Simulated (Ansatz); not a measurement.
# Computed scan of one atom of the cell: WSe2 (2H-MoS2 type, space group P6_3/mmc)

Relaxed WSe₂ (2H-MoS2 type, space group P6_3/mmc):

```
WSe2
1.0
    3.27899     0.00000     0.00000
   -1.63949     2.83969     0.00000
    0.00000     0.00000    12.78582
W Se
2 4
Direct
  0.33333   0.66667   0.25000
  0.66667   0.33333   0.75000
  0.33333   0.66667   0.61827
  0.66667   0.33333   0.11827
  0.66667   0.33333   0.38173
  0.33333   0.66667   0.88173
```

In each cell atom 1 (W, nearest neighbour Se at 2.534 Å; its periodic images, 3.3 Å or more away, move with it) moves by s·(0.707, 0.707, 0.000) (along Cartesian [110]), the rest being held.

Computed with PBE-D3(BJ) (plane waves to 420 eV, PAW, scalar-relativistic; Ansatz, an electronic-structure program). k mesh 9×9×2 (Γ-centred), Fermi-Dirac smearing 0.05 eV. The energy includes the smearing's −TS. Left out: 1 of 11 points, with atoms too close for the PAW data. As the smearing reaches across the gap at some points, energies and forces of such displacements shift with the k mesh and the smearing. Spin-orbit coupling is left out, though W is heavy. The PAW data are Ansatz's earlier set. WSe2 is run without spin polarisation. WSe2 was relaxed with its symmetry unable to fall. ΔE is measured from the undisplaced structure.

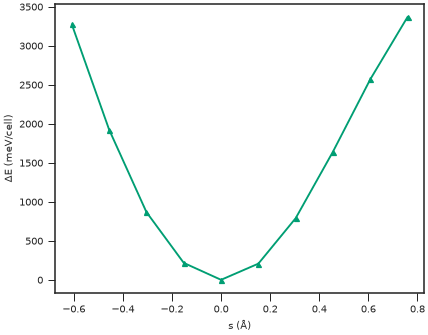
Fig. 1. ΔE (meV/cell) against s (Å); one marker a computed point.

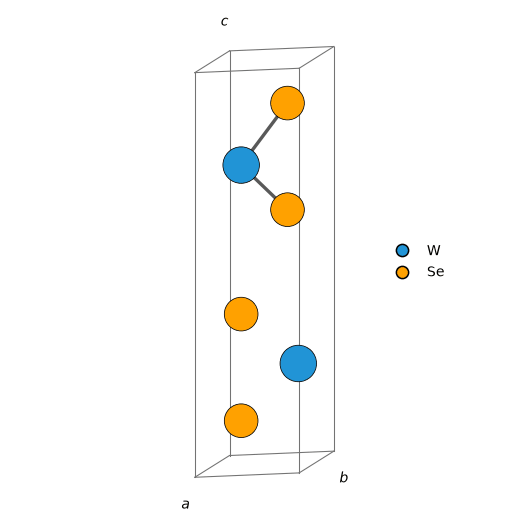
Fig. 1. The cell of the calculation at s = 0.760 Å.

The force along the line at s = -0.608 Å is 9.56 eV/Å and the energy at s = 0.760 Å is 3370 meV/cell. Symmetry of the curve: not even: the negative side lies higher at ±0.608 Å. Harmonic estimate at the end of the scan: ½ks² = 5346 meV/cell against the computed 3370 meV/cell, so the well is softer than harmonic there. Shape of the curve: a single well with its minimum at or next to zero displacement.

With its periodic images moving along, the atom's site symmetry in this cell is -6m2.

(A displaced cell: forces are minus the slopes of the energy, force constants its curvatures, and phonons follow from these.)
